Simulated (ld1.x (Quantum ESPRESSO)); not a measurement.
# Ge: generating and testing a TM potential

Do these settings give a usable potential? It is generated, then checked for transferability, scattering, ghosts and hardness.

Method: ld1.x (Quantum ESPRESSO) 7.5, PBE, scalar-relativistic.

### Step 1. The atom and the settings

Typed settings, in words:

```
element                 : germanium (Ge, Z = 32)
type                    : norm-conserving Troullier–Martins (Kleinman–Bylander form)
frozen core             : [Ar]
valence charge          : 14
reference configuration : 3d10 4s2 4p2
partial waves           : 4s (bound): rc 1.80 bohr; 3d (bound): rc 1.30 bohr; 4f channel at -0.1 Ry: rc 1.90 bohr; 4p (bound): rc 2.00 bohr
local potential         : the p channel
core correction         : Bessel-smoothed model core inside 0.80 bohr
```

### Step 2. Generation

The input, Ge.in:

```
 &input
   title='Ge', zed=32., rel=1, dft='PBE', iswitch=3,
   config='[Ar] 3d10 4s2 4p2 4f-2',
   nld=4, rlderiv=2.20, eminld=-4.0, emaxld=5.0, deld=0.02
 /
 &inputp
   pseudotype=2, tm=.true., lloc=1,
   nlcc=.true., new_core_ps=.true., rcore=0.80,
   file_pseudopw='Ge.UPF', file_wfcaegen='ae.wfc', file_wfcncgen='nc.wfc', file_beta='beta', file_chi='chi'
 /
4
4S  1  0   2.00   0.00  1.80  1.80  0.0
3D  3  2  10.00   0.00  1.30  1.30  0.0
4F  4  3  -2.00  -0.10  1.90  1.90  0.0
4P  2  1   2.00   0.00  2.00  2.00  0.0
 &test
   configts(1)='3d10 4s2 4p2'
 /
```

On the command line:

```sh
ld1.x < Ge.in > Ge.out
```

The output, Ge.out (without the banner and most projector matrices):

```text
     Program LD1 v.7.5
     --------------------------- All-electron run ----------------------------

     Ge
     scalar relativistic calculation

     atomic number is 32.00
     dft =PBE   lsd =0 sic =0 latt =0  beta=0.20 tr2=1.0E-14
     Exchange-correlation= PBE
                           (   1   4   3   4   0   0   0)
     mesh =1207 r(mesh) = 100.41023 a.u. xmin = -7.00 dx = 0.01250
     1 Ry =  13.60569312 eV, c = 137.03599908

     n l     nl                  e(Ry)          e(Ha)          e(eV)
     1 0     1S 1( 2.00)      -805.6314      -402.8157    -10961.1741
     2 0     2S 1( 2.00)      -100.8250       -50.4125     -1371.7939
     2 1     2P 1( 6.00)       -88.1036       -44.0518     -1198.7111
     3 0     3S 1( 2.00)       -12.3839        -6.1919      -168.4909
     3 1     3P 1( 6.00)        -8.4979        -4.2490      -115.6205
     3 2     3D 1(10.00)        -2.1543        -1.0772       -29.3109
     4 0     4S 1( 2.00)        -0.8622        -0.4311       -11.7311
     4 1     4P 1( 2.00)        -0.2863        -0.1431        -3.8953

     final scf error:  3.0E-15 reached in  36 iterations

     Etot =   -4197.669992 Ry,   -2098.834996 Ha,  -57112.209742 eV

     Ekin =    4273.695468 Ry,    2136.847734 Ha,   58146.589038 eV
     Encl =  -10116.689522 Ry,   -5058.344761 Ha, -137644.573051 eV
     Eh   =    1804.321722 Ry,     902.160861 Ha,   24549.047641 eV
     Exc  =    -158.997660 Ry,     -79.498830 Ha,   -2163.273369 eV

     normalization and overlap integrals

     s(1S/1S) =  1.000000  <r> =   0.0470  <r2> =    0.0030  r(max) =   0.0309
     s(2S/2S) =  1.000000  <r> =   0.2100  <r2> =    0.0520  r(max) =   0.1754
     s(2P/2P) =  1.000000  <r> =   0.1837  <r2> =    0.0414  r(max) =   0.1418
     s(3S/3S) =  1.000000  <r> =   0.6242  <r2> =    0.4495  r(max) =   0.5402
     s(3P/3P) =  1.000000  <r> =   0.6470  <r2> =    0.4929  r(max) =   0.5402
     s(3D/3D) =  1.000000  <r> =   0.7365  <r2> =    0.6969  r(max) =   0.5012
     s(4S/4S) =  1.000000  <r> =   2.1162  <r2> =    5.1841  r(max) =   1.7494
     s(4P/4P) =  1.000000  <r> =   2.8993  <r2> =   10.0650  r(max) =   2.2184

     ------------------------ End of All-electron run ------------------------

     --------------------- Generating NC pseudopotential ---------------------

      Generating local pot.: lloc=1, matching radius rcloc =   2.0000

      Computing core charge for nlcc:

       r > 0.81 : true rho core
      Core charge pseudized with two Bessel functions
      Integrated core pseudo-charge :  10.47

      Wfc   4S  rcut= 1.794  Using Troullier-Martins method

      Wfc   3D  rcut= 1.296  Using Troullier-Martins method

      Wfc   4F  rcut= 1.886  Using Troullier-Martins method

     ------------------- End of pseudopotential generation -------------------

     [... the all-electron block is printed once more ...]


     Computing logarithmic derivative in   2.20457
     Computing logarithmic derivative in   2.20457
     Computing the partial wave expansion
     R is outside the sphere for l=    0 j= 0.00
       no projector for channel:   1
     R is outside the sphere for l=    2 j= 0.00
     R is outside the sphere for l=    3 j= 0.00

     ---------------------- Testing the pseudopotential ----------------------

     Ge
     scalar relativistic calculation

     atomic number is 32.00   valence charge is 14.00
     dft =PBE   lsd =0 sic =0 latt =0  beta=0.20 tr2=1.0E-14
     mesh =1207 r(mesh) = 100.41023 xmin = -7.00 dx = 0.01250

     n l     nl             e AE (Ry)        e PS (Ry)    De AE-PS (Ry)
     3 2     3D   1(10.00)       -2.15431       -2.15432        0.00001
     1 0     4S   1( 2.00)       -0.86222       -0.86223        0.00000
     2 1     4P   1( 2.00)       -0.28630       -0.28630       -0.00000

     eps = 6.6E-15  iter = 20

     Etot =   -4197.669992 Ry,   -2098.834996 Ha,  -57112.209742 eV
     Etotps =  -208.449529 Ry,    -104.224764 Ha,   -2836.100317 eV

     Ekin =     215.663919 Ry,     107.831959 Ha,    2934.257095 eV
     Encl =    -298.932995 Ry,    -149.466497 Ha,   -4067.190589 eV
     Ehrt =     161.145969 Ry,      80.572985 Ha,    2192.502603 eV
     Ecxc =     -58.791750 Ry,     -29.395875 Ha,    -799.902506 eV
     (Ecc =     -27.101094 Ry,     -13.550547 Ha,    -368.729169 eV)
     Epseu=    -227.534672 Ry,    -113.767336 Ha,   -3095.766921 eV

     ---------------------- End of pseudopotential test ----------------------
```

Wall time 1.3 s (1 thread of Neoverse-V2, shared host). (Generation and the later configuration tests together.)

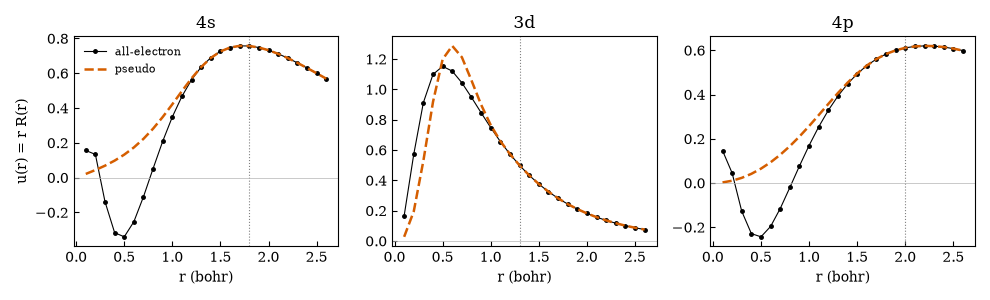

All-electron and pseudo partial waves (4s, 3d, 4p), with the matching radii dotted. The curves join 26 sampled radii, too few to resolve the innermost nodes.

### Step 3. Testing the new file in other configurations

The input, Ge.test.in:

```
 &input
   title='Ge', zed=32., rel=1, dft='PBE', iswitch=2,
   config='[Ar] 3d10 4s2 4p2 4f-2'
 /
 &test
   file_pseudo='Ge.UPF', nconf=8,
   configts(1)='3d10 4s2 4p2',
   configts(2)='3d10 4s2 4p1',
   configts(3)='3d10 4s2 4p0',
   configts(4)='3d10 4s1 4p0',
   configts(5)='3d10 4s2 4p2.3',
   configts(6)='3d10 4s2 4p1.5',
   configts(7)='3d10 4s0 4p0',
   configts(8)='3d10 4s1 4p3'
 /
```

On the command line:

```sh
ld1.x < Ge.test.in > Ge.test.out
```

Ge.test.out, the pseudopotential blocks, each with the warnings that came before it:

```text
     ---------------------- Testing the pseudopotential ----------------------

     Ge
     scalar relativistic calculation

     atomic number is 32.00   valence charge is 14.00
     dft =PBE   lsd =0 sic =0 latt =0  beta=0.20 tr2=1.0E-14
     mesh =1207 r(mesh) = 100.41023 xmin = -7.00 dx = 0.01250

     n l     nl             e AE (Ry)        e PS (Ry)    De AE-PS (Ry)
     3 2     3D   1(10.00)       -2.15431       -2.15432        0.00001
     1 0     4S   1( 2.00)       -0.86222       -0.86223        0.00000
     2 1     4P   1( 2.00)       -0.28630       -0.28630       -0.00000

     eps = 7.5E-15  iter = 16

     Etot =   -4197.669992 Ry,   -2098.834996 Ha,  -57112.209742 eV
     Etotps =  -208.449528 Ry,    -104.224764 Ha,   -2836.100315 eV

     Ekin =     215.663920 Ry,     107.831960 Ha,    2934.257120 eV
     Encl =    -298.932994 Ry,    -149.466497 Ha,   -4067.190587 eV
     Ehrt =     161.145969 Ry,      80.572985 Ha,    2192.502606 eV
     Ecxc =     -58.791750 Ry,     -29.395875 Ha,    -799.902507 eV
     (Ecc =     -27.101094 Ry,     -13.550547 Ha,    -368.729169 eV)
     Epseu=    -227.534674 Ry,    -113.767337 Ha,   -3095.766945 eV

     ---------------------- End of pseudopotential test ----------------------

     ---------------------- Testing the pseudopotential ----------------------

     Ge
     scalar relativistic calculation

     atomic number is 32.00   valence charge is 14.00
     dft =PBE   lsd =0 sic =0 latt =0  beta=0.20 tr2=1.0E-14
     mesh =1207 r(mesh) = 100.41023 xmin = -7.00 dx = 0.01250

     n l     nl             e AE (Ry)        e PS (Ry)    De AE-PS (Ry)
     3 2     3D   1(10.00)       -2.81637       -2.81383       -0.00254
     1 0     4S   1( 2.00)       -1.45956       -1.45982        0.00026
     2 1     4P   1( 1.00)       -0.82628       -0.82654        0.00026

     eps = 2.7E-15  iter =  9

     Etot =   -4197.122869 Ry,   -2098.561434 Ha,  -57104.765750 eV
     Etotps =  -207.902257 Ry,    -103.951128 Ha,   -2828.654304 eV
     dEtot_ae =       0.547123 Ry
     dEtot_ps =       0.547272 Ry,   Delta E=      -0.000148 Ry

     Ekin =     215.440007 Ry,     107.720003 Ha,    2931.210622 eV
     Encl =    -289.652738 Ry,    -144.826369 Ha,   -3940.926271 eV
     Ehrt =     152.418093 Ry,      76.209046 Ha,    2073.753797 eV
     Ecxc =     -58.363906 Ry,     -29.181953 Ha,    -794.081391 eV
     (Ecc =     -27.101094 Ry,     -13.550547 Ha,    -368.729169 eV)
     Epseu=    -227.743712 Ry,    -113.871856 Ha,   -3098.611061 eV

     ---------------------- End of pseudopotential test ----------------------

     ---------------------- Testing the pseudopotential ----------------------

     Ge
     scalar relativistic calculation

     atomic number is 32.00   valence charge is 14.00
     dft =PBE   lsd =0 sic =0 latt =0  beta=0.20 tr2=1.0E-14
     mesh =1207 r(mesh) = 100.41023 xmin = -7.00 dx = 0.01250

     n l     nl             e AE (Ry)        e PS (Ry)    De AE-PS (Ry)
     3 2     3D   1(10.00)       -3.61570       -3.61053       -0.00517  !
     1 0     4S   1( 2.00)       -2.14976       -2.15136        0.00159
     2 1     4P   1( 0.00)       -1.45571       -1.45747        0.00176

     eps = 1.6E-15  iter =  7

     Etot =   -4195.988126 Ry,   -2097.994063 Ha,  -57089.326796 eV
     Etotps =  -206.766522 Ry,    -103.383261 Ha,   -2813.201850 eV
     dEtot_ae =       1.681865 Ry
     dEtot_ps =       1.683006 Ry,   Delta E=      -0.001141 Ry

     Ekin =     215.185137 Ry,     107.592569 Ha,    2927.742942 eV
     Encl =    -278.442516 Ry,    -139.221258 Ha,   -3788.403420 eV
     Ehrt =     142.600299 Ry,      71.300149 Ha,    1940.175905 eV
     Ecxc =     -57.868148 Ry,     -28.934074 Ha,    -787.336270 eV
     (Ecc =     -27.101094 Ry,     -13.550547 Ha,    -368.729169 eV)
     Epseu=    -228.241294 Ry,    -114.120647 Ha,   -3105.381008 eV

     ---------------------- End of pseudopotential test ----------------------

     ---------------------- Testing the pseudopotential ----------------------

     Ge
     scalar relativistic calculation

     atomic number is 32.00   valence charge is 14.00
     dft =PBE   lsd =0 sic =0 latt =0  beta=0.20 tr2=1.0E-14
     mesh =1207 r(mesh) = 100.41023 xmin = -7.00 dx = 0.01250

     n l     nl             e AE (Ry)        e PS (Ry)    De AE-PS (Ry)
     3 2     3D   1(10.00)       -4.63739       -4.63198       -0.00541  !
     1 0     4S   1( 1.00)       -2.97339       -2.97627        0.00287
     2 1     4P   1( 0.00)       -2.20993       -2.21441        0.00448

     eps = 6.9E-16  iter =  7

     Etot =   -4193.431031 Ry,   -2096.715516 Ha,  -57054.535744 eV
     Etotps =  -204.206790 Ry,    -102.103395 Ha,   -2778.374920 eV
     dEtot_ae =       4.238961 Ry
     dEtot_ps =       4.242738 Ry,   Delta E=      -0.003778 Ry

     Ekin =     215.831916 Ry,     107.915958 Ha,    2936.542809 eV
     Encl =    -264.218396 Ry,    -132.109198 Ha,   -3594.874411 eV
     Ehrt =     130.957806 Ry,      65.478903 Ha,    1781.771714 eV
     Ecxc =     -57.223890 Ry,     -28.611945 Ha,    -778.570684 eV
     (Ecc =     -27.101094 Ry,     -13.550547 Ha,    -368.729169 eV)
     Epseu=    -229.554226 Ry,    -114.777113 Ha,   -3123.244349 eV

     ---------------------- End of pseudopotential test ----------------------

     ---------------------- Testing the pseudopotential ----------------------

     Ge
     scalar relativistic calculation

     atomic number is 32.00   valence charge is 14.00
     dft =PBE   lsd =0 sic =0 latt =0  beta=0.20 tr2=1.0E-14
     mesh =1207 r(mesh) = 100.41023 xmin = -7.00 dx = 0.01250

     n l     nl             e AE (Ry)        e PS (Ry)    De AE-PS (Ry)
     3 2     3D   1(10.00)       -1.99138       -1.99186        0.00048
     1 0     4S   1( 2.00)       -0.70960       -0.70961        0.00001
     2 1     4P   1( 2.30)       -0.14906       -0.14906        0.00000

     eps = 5.9E-15  iter = 16

     Etot =   -4197.734933 Ry,   -2098.867466 Ha,  -57113.093307 eV
     Etotps =  -208.514474 Ry,    -104.257237 Ha,   -2836.983949 eV
     dEtot_ae =      -0.064941 Ry
     dEtot_ps =      -0.064946 Ry,   Delta E=       0.000005 Ry

     Ekin =     215.712244 Ry,     107.856122 Ha,    2934.914590 eV
     Encl =    -301.216927 Ry,    -150.608463 Ha,   -4098.265070 eV
     Ehrt =     163.403407 Ry,      81.701704 Ha,    2223.216616 eV
     Ecxc =     -58.896466 Ry,     -29.448233 Ha,    -801.327242 eV
     (Ecc =     -27.101094 Ry,     -13.550547 Ha,    -368.729169 eV)
     Epseu=    -227.516732 Ry,    -113.758366 Ha,   -3095.522843 eV

     ---------------------- End of pseudopotential test ----------------------

     ---------------------- Testing the pseudopotential ----------------------

     Ge
     scalar relativistic calculation

     atomic number is 32.00   valence charge is 14.00
     dft =PBE   lsd =0 sic =0 latt =0  beta=0.20 tr2=1.0E-14
     mesh =1207 r(mesh) = 100.41023 xmin = -7.00 dx = 0.01250

     n l     nl             e AE (Ry)        e PS (Ry)    De AE-PS (Ry)
     3 2     3D   1(10.00)       -2.46527       -2.46414       -0.00113
     1 0     4S   1( 2.00)       -1.14653       -1.14659        0.00006
     2 1     4P   1( 1.50)       -0.54268       -0.54273        0.00005

     eps = 3.6E-15  iter = 14

     Etot =   -4197.464058 Ry,   -2098.732029 Ha,  -57109.407861 eV
     Etotps =  -208.243557 Ry,    -104.121779 Ha,   -2833.297936 eV
     dEtot_ae =       0.205934 Ry
     dEtot_ps =       0.205971 Ry,   Delta E=      -0.000037 Ry

     Ekin =     215.560693 Ry,     107.780347 Ha,    2932.852641 eV
     Encl =    -294.574288 Ry,    -147.287144 Ha,   -4007.887368 eV
     Ehrt =     156.967526 Ry,      78.483763 Ha,    2135.651985 eV
     Ecxc =     -58.589941 Ry,     -29.294970 Ha,    -797.156752 eV
     (Ecc =     -27.101094 Ry,     -13.550547 Ha,    -368.729169 eV)
     Epseu=    -227.607547 Ry,    -113.803774 Ha,   -3096.758442 eV

     ---------------------- End of pseudopotential test ----------------------

     Warning: n=3, l=2 expected 0 nodes, found 1
     ---------------------- Testing the pseudopotential ----------------------

     Ge
     scalar relativistic calculation

     atomic number is 32.00   valence charge is 14.00
     dft =PBE   lsd =0 sic =0 latt =0  beta=0.20 tr2=1.0E-14
     mesh =1207 r(mesh) = 100.41023 xmin = -7.00 dx = 0.01250

     n l     nl             e AE (Ry)        e PS (Ry)    De AE-PS (Ry)
     3 2     3D   1(10.00)       -5.73553       -5.72551       -0.01001  !
     1 0     4S   1( 0.00)       -3.84393       -3.84564        0.00171
     2 1     4P   1( 0.00)       -3.00875       -3.01658        0.00784  !

     eps = 1.3E-16  iter =  7

     Etot =   -4190.024885 Ry,   -2095.012443 Ha,  -57008.192764 eV
     Etotps =  -200.797744 Ry,    -100.398872 Ha,   -2731.992478 eV
     dEtot_ae =       7.645107 Ry
     dEtot_ps =       7.651785 Ry,   Delta E=      -0.006678 Ry

     Ekin =     216.493982 Ry,     108.246991 Ha,    2945.550676 eV
     Encl =    -249.052748 Ry,    -124.526374 Ha,   -3388.535264 eV
     Ehrt =     119.429223 Ry,      59.714611 Ha,    1624.917353 eV
     Ecxc =     -56.592971 Ry,     -28.296486 Ha,    -769.986600 eV
     (Ecc =     -27.101094 Ry,     -13.550547 Ha,    -368.729169 eV)
     Epseu=    -231.075228 Ry,    -115.537614 Ha,   -3143.938643 eV

     ---------------------- End of pseudopotential test ----------------------

     ---------------------- Testing the pseudopotential ----------------------

     Ge
     scalar relativistic calculation

     atomic number is 32.00   valence charge is 14.00
     dft =PBE   lsd =0 sic =0 latt =0  beta=0.20 tr2=1.0E-14
     mesh =1207 r(mesh) = 100.41023 xmin = -7.00 dx = 0.01250

     n l     nl             e AE (Ry)        e PS (Ry)    De AE-PS (Ry)
     3 2     3D   1(10.00)       -2.28210       -2.28559        0.00349
     1 0     4S   1( 1.00)       -0.93246       -0.93274        0.00028
     2 1     4P   1( 3.00)       -0.33685       -0.33680       -0.00005

     eps = 1.5E-15  iter = 11

     Etot =   -4197.084042 Ry,   -2098.542021 Ha,  -57104.237489 eV
     Etotps =  -207.863340 Ry,    -103.931670 Ha,   -2828.124814 eV
     dEtot_ae =       0.585950 Ry
     dEtot_ps =       0.586189 Ry,   Delta E=      -0.000239 Ry

     Ekin =     216.476769 Ry,     108.238384 Ha,    2945.316481 eV
     Encl =    -297.168620 Ry,    -148.584310 Ha,   -4043.185056 eV
     Ehrt =     159.568060 Ry,      79.784030 Ha,    2171.034061 eV
     Ecxc =     -58.681119 Ry,     -29.340559 Ha,    -798.397294 eV
     (Ecc =     -27.101094 Ry,     -13.550547 Ha,    -368.729169 eV)
     Epseu=    -228.058429 Ry,    -114.029215 Ha,   -3102.893005 eV

     ---------------------- End of pseudopotential test ----------------------
```

Excitation and ionisation energies from 3d10 4s2 4p2, with the error of the potential. A star marks tests that logged a warning.

```csv
valence configuration,charge,ΔE all-electron (eV),error AE − PS (meV)
3d10 4s2 4p1,+1,7.444,-2.0
3d10 4s2 4p0,+2,22.883,-16
3d10 4s1 4p0,+3,57.674,-51
3d10 4s2 4p2.3,-0.3,-0.884,+0.1
3d10 4s2 4p1.5,+0.5,2.802,-0.5
3d10 4s0 4p0 *,+4,104.017,-91
3d10 4s1 4p3,0,7.972,-3.3
```

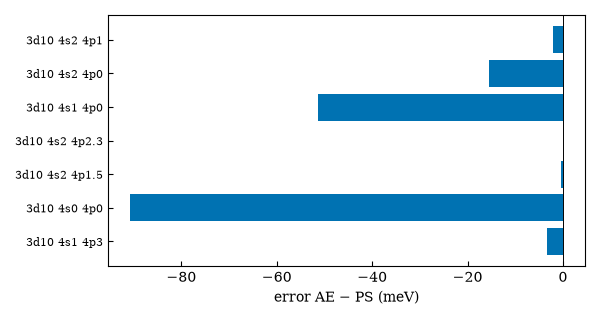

Error of the potential in each test configuration.

### Step 4. Does it scatter like the atom?

Taken from the files of the generation run. The phase is arctan(r·u′/u) with u = r·R, unwrapped, with energies in Ry. A pole is an energy at which the radial function vanishes at the test radius. The pseudo phase is shifted by a multiple of π to meet the all-electron one at the reference energy. Levels narrower than the energy grid can be missing from the poles. The last column is the largest difference on the grid between −1 and +1 Ry.

| channel | radius (bohr) | reference (Ry) | poles AE | poles PS | energies with phases within 0.05 rad (Ry) | largest difference near zero (rad) |
| --- | --- | --- | --- | --- | --- | --- |
| s | 2.21 | -0.86 | 1.09 | 1.19 | below 3.3 | 0.009 |
| p | 2.21 | -0.29 | 2.47 | 2.37 | below 4.5 | 0.004 |
| d | 2.21 | -2.15 | -2.10, 4.88 | -2.10 | below 0.0 | 0.164 |
| f | 2.21 | -0.10 | none | none | the whole range | 0.000 |

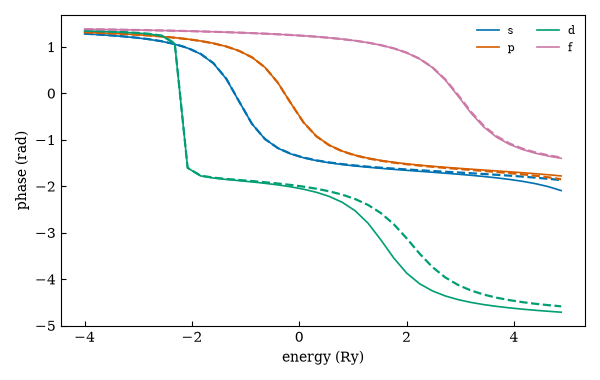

Phases by channel: all-electron solid, pseudo dashed.

### Step 5. Plane-wave convergence, by spherical Bessel functions

A separate test, outside the generator: the pseudo-atom's Hamiltonian at the reference potential is diagonalised in spherical Bessel functions j_l(qr) that vanish at 20 bohr, with q² up to the cutoff.

All-electron valence levels (Ry): 4s -0.8622, 3d -2.1543, 4p -0.2863. The lowest levels of each channel (Ry) by cutoff; the last column sums, over occupied levels, occupation times the distance from the level at 400 Ry. A positive value is a state of the box, at any cutoff.

| cutoff (Ry) | s #1 | s #2 | d #1 | f #1 | p #1 | Σ f·Δε (mRy) |
| --- | --- | --- | --- | --- | --- | --- |
| 8 | -221.3872 | -0.8030 | 0.0532 | 0.1080 | -0.2808 | 22204.9 |
| 25 | -379.3803 | -0.8577 | 0.0532 | 0.1080 | -0.2862 | 22083.8 |
| 50 | -447.0362 | -0.8620 | 0.0513 | 0.1080 | -0.2863 | 22056.9 |
| 100 | -455.4017 | -0.8622 | -1.8690 | 0.1080 | -0.2863 | 2852.6 |
| 180 | -456.2625 | -0.8622 | -2.1535 | 0.1080 | -0.2863 | 7.7 |
| 300 | -456.2853 | -0.8622 | -2.1542 | 0.1080 | -0.2863 | 0.8 |
| 400 | -456.2878 | -0.8622 | -2.1543 | 0.1080 | -0.2863 | 0.0 |

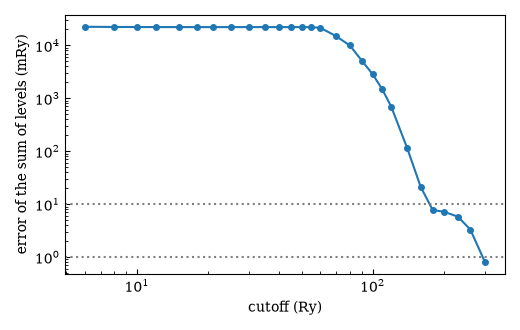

Occupation-weighted error of the valence levels against the cutoff; the dotted lines mark 10 and 1 mRy.

The sum stays within 10 mRy from 180 Ry and within 1 mRy from 300 Ry. The sum leaves out empty levels, which can need more. Ghost test: ghost state, bound below the all-electron valence or empty levels of the same l: s at -6208.1 eV.

### Step 6. What came out

| quantity | value |
| --- | --- |
| cutoffs for 10 and 1 mRy, occupied levels | 180 Ry and 300 Ry |
| bound ghosts | s at -6208.11 eV |
| largest test error (AE − PS) | -91 meV, for 3d10 4s0 4p0 (this test logged a warning) |
| largest phase difference near zero energy, channels read | 0.164 rad |

In words: It has a bound ghost (s), which would be filled ahead of the true valence states and rules the file out. By total energies transferability is fair: the largest error is 91 meV on 104.0 eV, for 3d10 4s0 4p0. The potential is very hard: the looser tolerance needs 180 Ry. The slowest level is 3d: taken alone it needs 180 Ry to come within 1 mRy, against 40 Ry for 4s. The d channel scatters worst near zero energy, by up to 0.16 rad. These are tests on the free atom; a crystal test is still owed.
